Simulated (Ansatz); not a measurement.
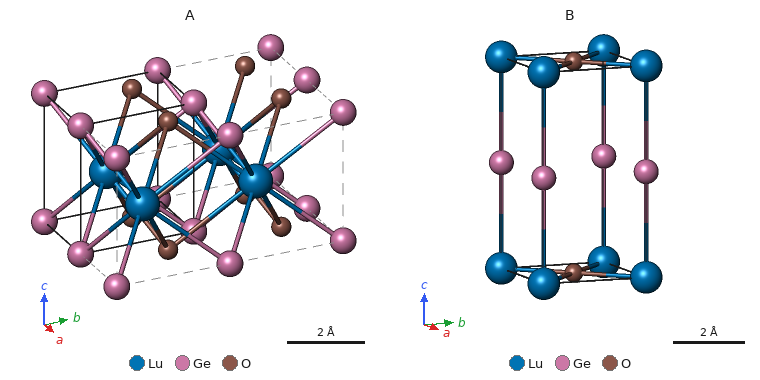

Two structures of LuGeO, each relaxed to rest (conventional cells in solid outline, small ones repeated, not to one scale). Method: DFT PBE, scalar-relativistic, plane waves, PAW in Ansatz 0.2.0, without spin polarisation.

Characterise the two forms.

A: 3 atoms a cell on a primitive hexagonal lattice, P-6m2. B: 3 atoms a cell on a primitive tetragonal lattice, P4/mmm.

Which structure wins energetically, and by what margin?

B is lower, by 1016 meV/atom at this level of theory (energies at zero smearing). Volumes: A 16.7, B 19.6 Å³/atom.

One or both may be structure types tried for this composition rather than known phases.
